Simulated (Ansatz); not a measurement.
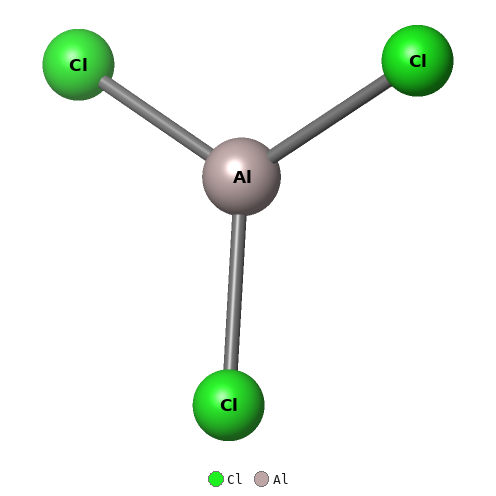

A ball-and-stick model of a molecule.

What does the picture show?

It has 4 atoms: 1 aluminium and 3 chlorine (AlCl₃). SMILES: `[Cl][Al]([Cl])[Cl]`. This geometry has D3h symmetry. All atoms lie on one plane. Coordination: 1 Al trigonal planar.

More results for the same structure follow; atom numbers are the same in all pictures, views and colours differ. The computed structure is the end point of a PBE0-D4/def2-TZVP optimisation.

Levels of theory compared

Program: Ansatz 0.2.0.

At this fixed geometry, give vertical IP (eV) at these levels: B2PLYP (frozen core)/def2-TZVPP; B3LYP-D4/def2-TZVPP; PBE-D4/def2-TZVPP; PBE0-D4/def2-TZVPP; r2SCAN-D4/def2-TZVPP; ωB97M-V/def2-TZVPP; ωB97X-V/def2-TZVPP.

```
                          level  vertical IP (eV)
B2PLYP (frozen core)/def2-TZVPP             11.57
            B3LYP-D4/def2-TZVPP             11.31
              PBE-D4/def2-TZVPP             10.86
             PBE0-D4/def2-TZVPP             11.43
           r2SCAN-D4/def2-TZVPP             11.15
             ωB97M-V/def2-TZVPP             11.89
             ωB97X-V/def2-TZVPP             11.99
```

Thermal motion

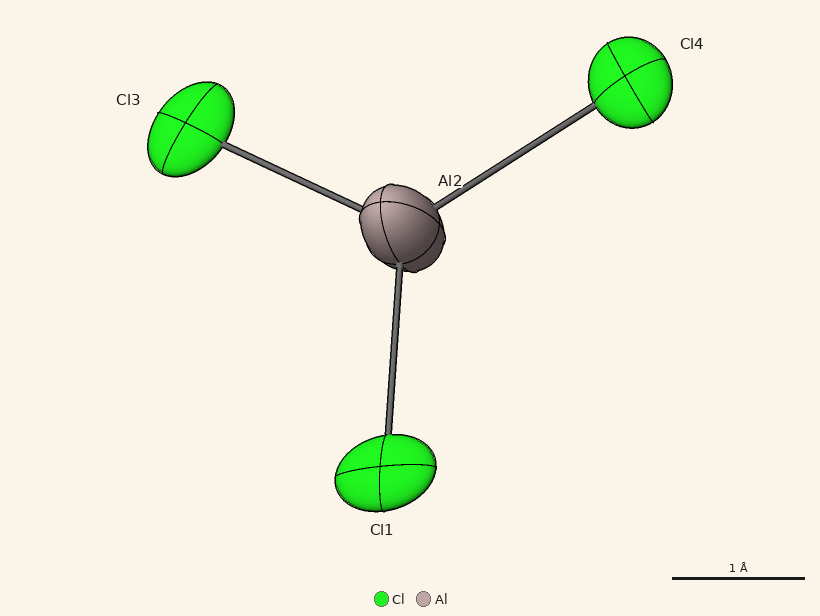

Displacement ellipsoids at the 50 % level, enlarged 3 times, from the internal vibrations of the free molecule (harmonic, no overall translation or rotation; no half-axis is drawn under 0.075 Å). Vibrations computed with RKS PBE0-D4/def2-TZVP (Ansatz 0.2.0). Temperature: 600 K.

Question: Which atom moves most?

Answer: Al2, with U_eq = 0.0062 Å².

List U_eq and the three principal root-mean-square amplitudes for each kind of atom.

```json
{"atom": "Cl1, Cl3, Cl4", "U_eq (Å²)": "0.0044", "rms amplitudes (Å)": "0.026, 0.069, 0.088"}
{"atom": "Al2", "U_eq (Å²)": "0.0062", "rms amplitudes (Å)": "0.065, 0.065, 0.102"}
```

Vibrations

Harmonic vibrations computed with RKS PBE0-D4/def2-TZVP (Ansatz 0.2.0) at a stationary point of the same level.

Question: List the wavenumbers.

Answer: 6 modes: 144, 144, 202, 386, 626, 626 cm⁻¹.
